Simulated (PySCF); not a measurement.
C2H8GePS2 (SMILES [PH2][GeH2][S]CC[S-]) (charge −1)

| atom | x (Å) | y (Å) | z (Å) |
| --- | --- | --- | --- |
| P | 2.8244 | -0.7208 | -0.4714 |
| Ge | 1.7780 | 0.7012 | 1.0470 |
| S | -0.1716 | 1.5504 | 0.5072 |
| C | -1.0070 | -0.0882 | 0.0029 |
| C | -2.3451 | 0.0986 | -0.6390 |
| S | -2.8431 | -1.5921 | -1.0145 |
| H | 2.1838 | -0.1482 | -1.5551 |
| H | 1.8524 | -1.6935 | -0.3358 |
| H | 1.7652 | -0.0043 | 2.4127 |
| H | 2.7111 | 1.8822 | 1.3138 |
| H | -1.0957 | -0.6768 | 0.9151 |
| H | -0.3268 | -0.5799 | -0.6941 |
| H | -3.0560 | 0.5756 | 0.0436 |
| H | -2.2702 | 0.6953 | -1.5544 |

Geometry: GFN2-xTB.

Computed with CAM-B3LYP/def2-SVPD, SCF density, gas phase (PySCF).

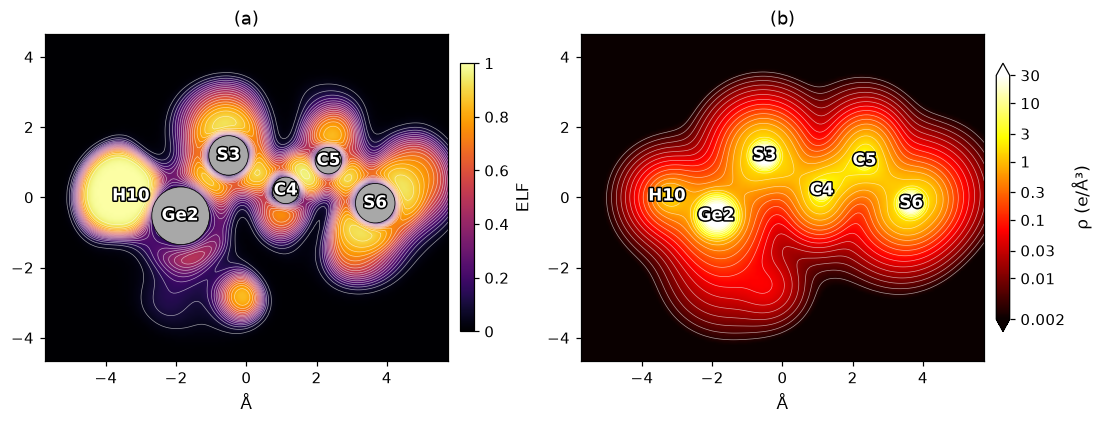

Figure 1. (a) electron localisation function; (b) electron density on the plane of atoms Ge2, S3 and C4. Grey discs cover the atomic cores in the ELF map.

**What does the map show?**

The plane passes through Ge, S, C and H nuclei. C–C (1.50 Å): the density is about 1.8 e/Å³ at the midpoint; the ELF peaks at about 0.95 between the atoms: a covalent bond. C–S (1.80 Å): ρ is about 1.2 e/Å³ halfway; the ELF peaks at about 0.90 between the atoms; a covalent bond. Ge–S (2.19 Å): ρ is about 0.75 e/Å³ halfway; the ELF peaks at about 0.85 in the valence shell of S, 0.9 Å from its nucleus, and is about 0.80 at the midpoint. C–S (1.91 Å): the density is about 1 e/Å³ at the midpoint; the ELF peaks at about 0.90 between the atoms; a shared electron pair. The ELF also peaks beside S6 and S3, away from the bonds: lone-pair regions.

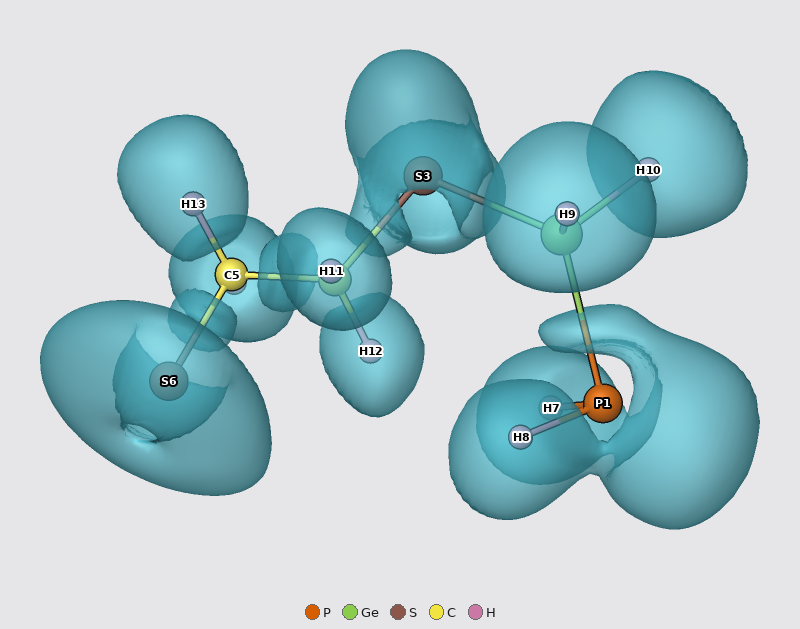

Figure 2. Isosurface of the electron localisation function at 0.75 (cyan), seen across its widest extent. Only the valence region is drawn (cores and ρ < 0.01 e/Å³ removed).

**Where are the electrons localised?**

At this value the surface marks out one region between bonded C–C atoms (shared pairs), one region between bonded C–S atoms (shared pairs), six regions around hydrogen nuclei, one region on S in which the atom's valence shell and bonds are merged, one ring or bowl of non-bonding electrons around S and one joined region spread over several atoms (H, P), in which their bonds and any lone pairs are merged.
